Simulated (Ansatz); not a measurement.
# Calculations on C₄H₁₂OSi

### Relaxation

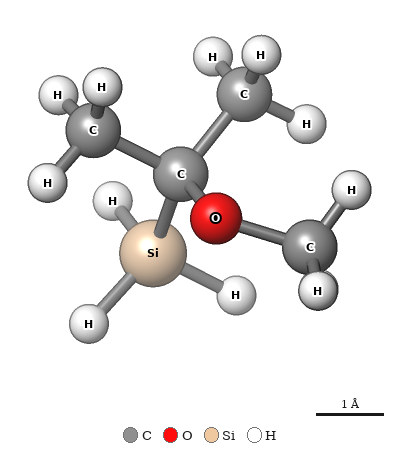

C₄H₁₂OSi, before the relaxation. A ball-and-stick model, seen at a tilt.

The run prepares an end point of a later path (torsion) calculation, from a guessed geometry.

The calculation used RKS PBE/STO-3G (Ansatz).

The input:
```yaml
crystal:
  periodic: [false, false, false]
  atoms:
    - { symbol: C, position_ang: [0.8895, -1.2314, 1.6601] }
    - { symbol: O, position_ang: [0.7676, 0.1295, 1.1224] }
    - { symbol: C, position_ang: [0.0196, 0.301, -0.142] }
    - { symbol: C, position_ang: [0.6413, -0.6742, -1.2063] }
    - { symbol: C, position_ang: [0.4318, 1.7239, -0.6011] }
    - { symbol: Si, position_ang: [-1.9186, 0.2159, 0.0167] }
    - { symbol: H, position_ang: [-0.1209, -1.6413, 1.7364] }
    - { symbol: H, position_ang: [1.5376, -1.7941, 1.0315] }
    - { symbol: H, position_ang: [1.2791, -1.1094, 2.6926] }
    - { symbol: H, position_ang: [0.1714, -0.4459, -2.1725] }
    - { symbol: H, position_ang: [0.2715, -1.7182, -0.9545] }
    - { symbol: H, position_ang: [1.681, -0.6544, -1.2401] }
    - { symbol: H, position_ang: [1.4689, 1.8561, -0.6965] }
    - { symbol: H, position_ang: [-0.0497, 2.0069, -1.5279] }
    - { symbol: H, position_ang: [0.1197, 2.4614, 0.1636] }
    - { symbol: H, position_ang: [-2.3003, -1.1363, 0.466] }
    - { symbol: H, position_ang: [-2.3996, 1.2263, 1.0035] }
    - { symbol: H, position_ang: [-2.5274, 0.4955, -1.3001] }
basis:
  gaussian: { orbitals: STO-3G }
hamiltonian:
  xc: pbe
relax:
  f_tol: 0.015
  max_steps: 40
output:
  orbitals: {}
```

Run as
```bash
ansatz run input.yaml --threads 1 --pin off --max-ram 2048MiB --backend cpu --events-out ev --progress --plain --runs-dir out
```

> What does the optimiser find from here?

The atom that moves furthest after the best rigid fit is H8 (0.54 Å). By element the largest moves are H 0.54 Å, C 0.23 Å, Si 0.19 Å, O 0.18 Å. Near-neighbour distances that change, for instance: C4–H12 1.040 → 1.107 Å, C5–H13 1.050 → 1.107 Å, C1–H8 1.064 → 1.118 Å, Si6–H17 1.492 → 1.455 Å. Among the angles between lasting bonds that change: C1–O2–C3 117.5° → 110.1°, H7–C1–H8 114.0° → 107.7°, O2–C1–H7 107.2° → 113.0°. After 11 geometry steps the energy has fallen by 0.652 eV. Largest force component: 5 eV/Å at the start, 0.004 eV/Å at the end.

History of the run:

```
step  E − E(0), eV  largest force component, eV/Å
   0        0.0000                         4.9562
   1       -0.5677                         1.0076
   2       -0.6334                         0.3945
   3       -0.6389                         0.1784
   4       -0.6421                         0.0449
   5       -0.6452                         0.1366
   6       -0.6472                         0.1609
   7       -0.6494                         0.1174
   8       -0.6509                         0.0772
   9       -0.6516                         0.0578
  10       -0.6520                         0.0220
  11       -0.6520                         0.0040
```

Final geometry:

```xyz
18

C     0.7069   -1.1072    1.7336
O     0.9321    0.1997    1.0917
C     0.1228    0.3034   -0.1627
C     0.6386   -0.6893   -1.2767
C     0.4228    1.7746   -0.6301
Si   -1.7879    0.0955    0.0695
H    -0.3618   -1.2748    2.0215
H     1.0314   -1.9776    1.1113
H     1.3197   -1.0984    2.6616
H     0.1488   -0.4598   -2.2419
H     0.4171   -1.7425   -1.0232
H     1.7325   -0.5828   -1.4085
H     1.5114    1.9102   -0.7775
H    -0.0905    1.9958   -1.5843
H     0.0839    2.5029    0.1307
H    -2.1722   -1.3042    0.1773
H    -2.2410    0.8062    1.2559
H    -2.4522    0.6595   -1.0964
```

After the run, drawn alike:

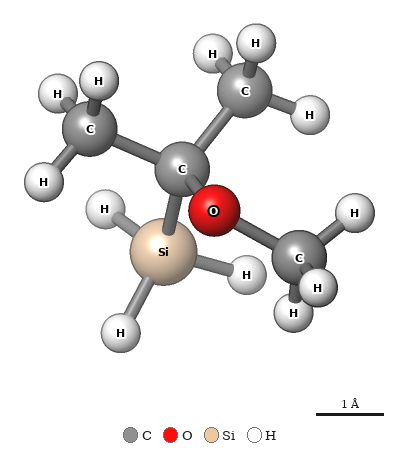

Limits of the set-up: STO-3G is a minimal basis, so the numbers are rough.

### Relaxation

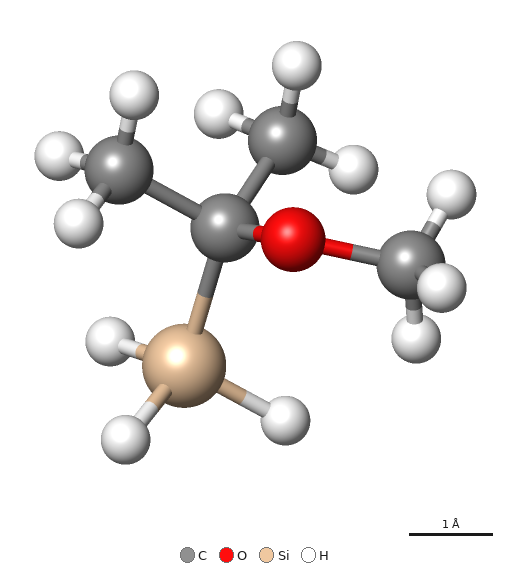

Starting structure of C4H12OSi. The picture is a ball-and-stick view, seen at a tilt.

The run prepares an end point of a later path (torsion) calculation, from a guessed geometry.

Theory: Ansatz 0.2.0, RKS PBE/STO-3G.

Input file:
```yaml
crystal:
  periodic: [false, false, false]
  atoms:
    - { symbol: C, position_ang: [0.8895, -1.2314, 1.6601] }
    - { symbol: O, position_ang: [0.7676, 0.1295, 1.1224] }
    - { symbol: C, position_ang: [0.0196, 0.301, -0.142] }
    - { symbol: C, position_ang: [0.6413, -0.6742, -1.2063] }
    - { symbol: C, position_ang: [0.4318, 1.7239, -0.6011] }
    - { symbol: Si, position_ang: [-1.9186, 0.2159, 0.0167] }
    - { symbol: H, position_ang: [-0.1209, -1.6413, 1.7364] }
    - { symbol: H, position_ang: [1.5376, -1.7941, 1.0315] }
    - { symbol: H, position_ang: [1.2791, -1.1094, 2.6926] }
    - { symbol: H, position_ang: [1.72319, -0.4859, -1.22938] }
    - { symbol: H, position_ang: [0.27504, -0.32964, -2.22474] }
    - { symbol: H, position_ang: [0.40153, -1.67487, -1.05245] }
    - { symbol: H, position_ang: [1.4689, 1.8561, -0.6965] }
    - { symbol: H, position_ang: [-0.0497, 2.0069, -1.5279] }
    - { symbol: H, position_ang: [0.1197, 2.4614, 0.1636] }
    - { symbol: H, position_ang: [-2.3003, -1.1363, 0.466] }
    - { symbol: H, position_ang: [-2.3996, 1.2263, 1.0035] }
    - { symbol: H, position_ang: [-2.5274, 0.4955, -1.3001] }
basis:
  gaussian: { orbitals: STO-3G }
hamiltonian:
  xc: pbe
relax:
  f_tol: 0.015
  max_steps: 40
output:
  orbitals: {}
```

Launched with:
```bash
ansatz run input.yaml --threads 1 --pin off --max-ram 2048MiB --backend cpu --events-out ev --progress --plain --runs-dir out
```

Where does the relaxation end?

H17 moves most after the best rigid fit: 0.52 Å. By element the largest moves are H 0.52 Å, C 0.22 Å, Si 0.19 Å, O 0.19 Å. Near-neighbour distances that change, for instance: C4–H12 1.040 → 1.106 Å, C5–H13 1.050 → 1.107 Å, C1–H8 1.064 → 1.118 Å, Si6–H17 1.492 → 1.455 Å. Bond angles that change, for instance: C1–O2–C3 117.5° → 110.1°, H7–C1–H8 114.0° → 107.7°, O2–C1–H7 107.2° → 113.0°. The energy falls by 60.2 kJ/mol in 11 geometry steps. Largest force component: 3.7 eV/Å at the start, 0.0062 eV/Å at the end. The run took 78 s on 1 thread of Intel(R) Xeon(R) Processor @ 2.70GHz (shared host), peak memory 0.15 GiB.

The structure at the end:

```xyz
18

C     0.7194   -1.1023    1.7182
O     0.9351    0.2150    1.0949
C     0.1359    0.3251   -0.1655
C     0.6735   -0.6470   -1.2870
C     0.4235    1.8055   -0.6115
Si   -1.7742    0.0918    0.0467
H    -0.3501   -1.2867    1.9926
H     1.0614   -1.9609    1.0891
H     1.3220   -1.0975    2.6528
H     1.7665   -0.5239   -1.4097
H     0.1874   -0.4133   -2.2529
H     0.4649   -1.7058   -1.0471
H     1.5115    1.9549   -0.7487
H    -0.0848    2.0333   -1.5668
H     0.0707    2.5201    0.1558
H    -2.1436   -1.3131    0.1352
H    -2.2470    0.7844    1.2357
H    -2.4336    0.6598   -1.1196
```

The end point in the same view:

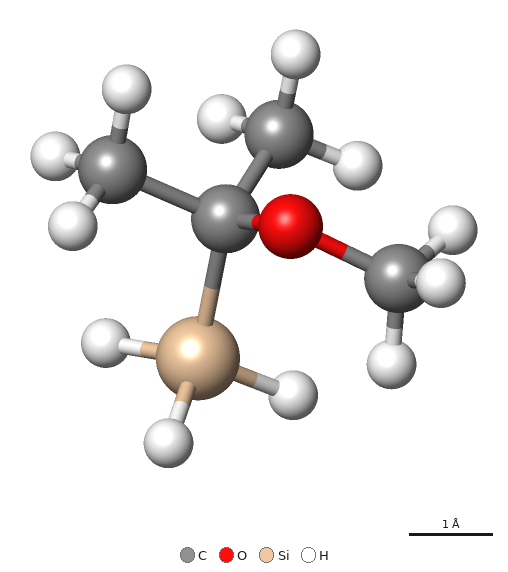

Limits of the set-up: STO-3G is a minimal basis, so the numbers are rough.

### Path

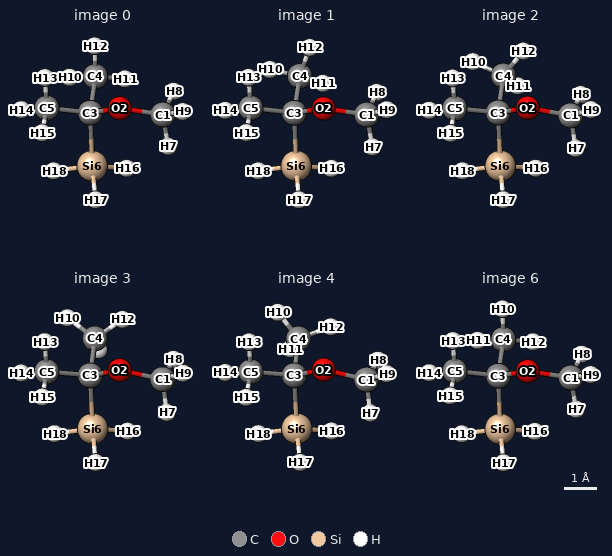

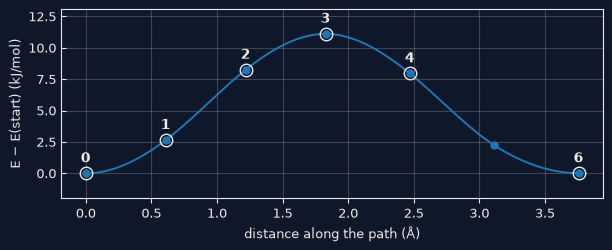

NEB run on C$_{4}$H$_{12}$OSi. Images are numbered from 0 (start) to 6 (end). Style: ball-and-stick. Shown at a tilt.

These are results of RKS PBE/STO-3G in Ansatz 0.2.0, not measurements. Settings: 5 movable images; climbing image; force threshold 0.03 eV/Å; iteration limit 48; starting path by image-dependent pair potential.

**Describe the mechanism and the energy profile.**

The barrier is about 11.1 kJ/mol in both directions, with image 3 at the top; the ends have the same energy. The motion is a rotation about the C3–C4 bond by about 120°. No bond forms or breaks between the ends. The band is converged.

Limits of the set-up: STO-3G is a minimal basis, so the numbers are rough.
